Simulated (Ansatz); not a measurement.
**CH9ClO2Si3: a dynamics run in two tries**

Wanted: a short trajectory, and a check that the input is sound. SMILES of the start: C[Si](Cl)(O[SiH3])O[SiH3].

Method: RKS r2SCAN-D4/STO-3G, in Ansatz 0.2.0.

**1. The system as given**

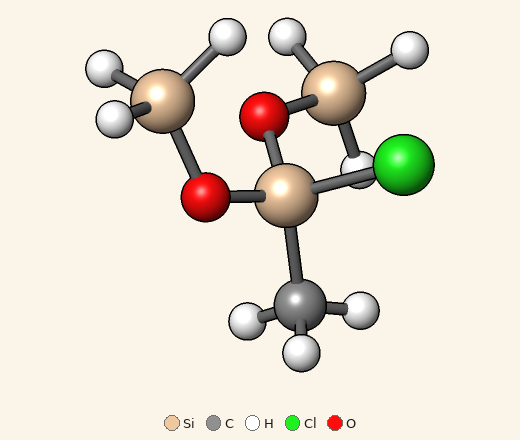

Start, viewed from a free direction; silicon light orange, carbon grey, hydrogen white, chlorine green, oxygen red.

Coordinates:

```xyz
16

Si   -0.5974    0.0416    0.3720
C     0.1902    0.1262    2.0666
H    -0.5709    0.2243    2.8494
H     0.7864   -0.7679    2.2763
H     0.8543    0.9950    2.1282
Cl    0.9652   -0.4958   -1.0007
O    -1.2035    1.5400   -0.0218
Si   -2.3237    1.6337   -1.3105
H    -3.6470    1.2264   -0.8759
H    -2.3603    3.0293   -1.6882
H    -1.9302    0.8259   -2.4498
O    -1.8566   -1.0387    0.1807
Si   -1.6166   -2.7031    0.4613
H    -0.9441   -2.9363    1.7268
H    -2.9389   -3.2883    0.5007
H    -0.8415   -3.3149   -0.6012
```

**2. The run**

Input file input.yaml:

```yaml
crystal:
  periodic: [false, false, false]
  atoms:
    - { symbol: Si, position_ang: [-0.597358, 0.041627, 0.372002] }
    - { symbol: C, position_ang: [0.19023, 0.12623, 2.066633] }
    - { symbol: H, position_ang: [-0.570878, 0.224312, 2.849399] }
    - { symbol: H, position_ang: [0.786365, -0.767912, 2.276281] }
    - { symbol: H, position_ang: [0.85434, 0.995011, 2.128151] }
    - { symbol: Cl, position_ang: [0.965223, -0.495778, -1.000651] }
    - { symbol: O, position_ang: [-1.20347, 1.540012, -0.0218] }
    - { symbol: Si, position_ang: [-2.323712, 1.633697, -1.310494] }
    - { symbol: H, position_ang: [-3.647018, 1.22644, -0.875925] }
    - { symbol: H, position_ang: [-2.360331, 3.029312, -1.688209] }
    - { symbol: H, position_ang: [-1.930173, 0.825852, -2.449835] }
    - { symbol: O, position_ang: [-1.856598, -1.038696, 0.180651] }
    - { symbol: Si, position_ang: [-1.616585, -2.703054, 0.461253] }
    - { symbol: H, position_ang: [-0.944143, -2.936315, 1.726848] }
    - { symbol: H, position_ang: [-2.938936, -3.288254, 0.500655] }
    - { symbol: H, position_ang: [-0.841456, -3.314884, -0.601157] }
magnetization:
  spin_polarized: true
  initial_magnetization: 1
basis:
  gaussian: { orbitals: STO-3G }
hamiltonian:
  xc: r2scan
  dispersion: d4
md:
  timestep: 0.5
  n_steps: 25
  ensemble: nve
  temperature: 2000.0
  initial_velocities: maxwell_boltzmann
  seed: 76519
  masses: [{ species: H, mass: 2.014 }]
```

The run is started by

```sh
> ansatz run input.yaml --threads 1 --pin off --max-ram 2048MiB --backend cpu --events-out ev --progress --plain --runs-dir out
```

What it wrote:

```text
Error: a molecule whose nuclei and cores have a total charge of 90 cannot have a net charge of 0 together with 1 unpaired electrons
```

Wall time 0.03 s (1 thread of Intel Xeon Platinum 8375C at 2.90GHz (Ice Lake), shared host); peak memory 0.049 GiB.

**3. Reading the log**

Nothing was computed: the input was turned down at the start. Its message: «a molecule whose nuclei and cores have a total charge of 90 cannot have a net charge of 0 together with 1 unpaired electrons»

The number of unpaired electrons doesn't fit the number of electrons: even goes with even, odd with odd.

The cure: restore the multiplicity.

**4. The mended input**

input.yaml, as its differences from that of step 2:

```diff
@@ -19,5 +19,2 @@
     - { symbol: H, position_ang: [-0.841456, -3.314884, -0.601157] }
-magnetization:
-  spin_polarized: true
-  initial_magnetization: 1
 basis:
@@ -29,3 +26,3 @@
   timestep: 0.5
-  n_steps: 25
+  n_steps: 147
   ensemble: nve
```

The run is started by

```sh
> ansatz run input.yaml --threads 1 --pin off --max-ram 2048MiB --backend cpu --events-out ev --progress --plain --runs-dir out
```

Besides the cure, the cap on steps is lifted. From its log:

```text
md step     0: t =     0.00 fs  T =  2000.0 K  F+E_penalty+E_count = -40954.18810127 eV  E_kin = 3.619280 eV  conserved = -40950.56882130 eV  (22 SCF iters)
md step     1: t =     0.50 fs  T =  1980.9 K  F+E_penalty+E_count = -40954.15325536 eV  E_kin = 3.584706 eV  conserved = -40950.56854980 eV  (26 SCF iters, 3 dispersion substeps)
md step     2: t =     1.00 fs  T =  1925.8 K  F+E_penalty+E_count = -40954.05283173 eV  E_kin = 3.484922 eV  conserved = -40950.56790986 eV  (26 SCF iters, 3 dispersion substeps)
[...]
md step   145: t =    72.50 fs  T =   836.9 K  F+E_penalty+E_count = -40952.07868840 eV  E_kin = 1.514540 eV  conserved = -40950.56414853 eV  (27 SCF iters, 3 dispersion substeps)
md step   146: t =    73.00 fs  T =   782.2 K  F+E_penalty+E_count = -40951.97926576 eV  E_kin = 1.415575 eV  conserved = -40950.56369100 eV  (27 SCF iters, 3 dispersion substeps)
md step   147: t =    73.50 fs  T =   734.9 K  F+E_penalty+E_count = -40951.89322215 eV  E_kin = 1.329918 eV  conserved = -40950.56330417 eV  (24 SCF iters, 3 dispersion substeps)
```

Run time: 15 min. Hardware: 1 thread of Intel Xeon Platinum 8375C at 2.90GHz (Ice Lake), shared host; peak memory 0.18 GiB.

Second try: 147 steps, ending at 735 K.

**5. What came out**

| quantity | value |
| --- | --- |
| first try | refused |
| cause | the number of unpaired electrons doesn't fit the number of electrons: even goes with even, odd with odd |

The fault in the first input was caught at the input check and cost nothing.
